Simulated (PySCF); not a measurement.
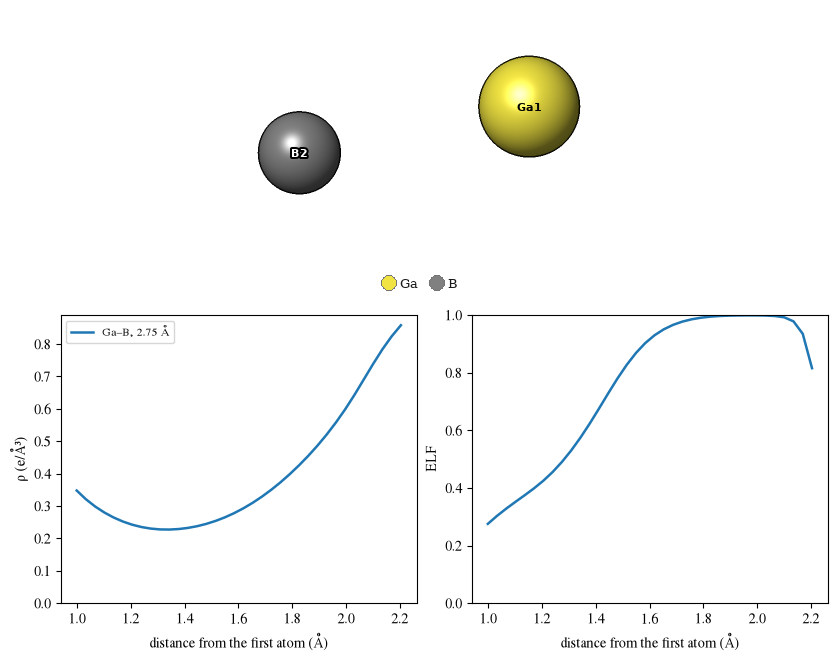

The picture shows: GaB (charge +1, doublet). Total electron density and ELF along straight lines between neighbouring atoms. The curves leave out the atomic cores. The structure is drawn too.

Level of theory: PySCF, PBE0/x2c-SVPall, spin-free X2C-1e, Gaussian nucleus, at a bond length of 2.755 Å.

```json
{"atom": "Ga", "x (Å)": "0.0000", "y (Å)": "0.0000", "z (Å)": "-0.3794"}
{"atom": "B", "x (Å)": "0.0000", "y (Å)": "0.0000", "z (Å)": "2.3756"}
```

Q: What can be read from the curves?

A: Ga–B (2.75 Å): the density is about 0.23 e/Å³ at the midpoint; the ELF peaks at about 1 in the valence shell of B, 0.8 Å from its nucleus, and is about 0.60 at the midpoint.
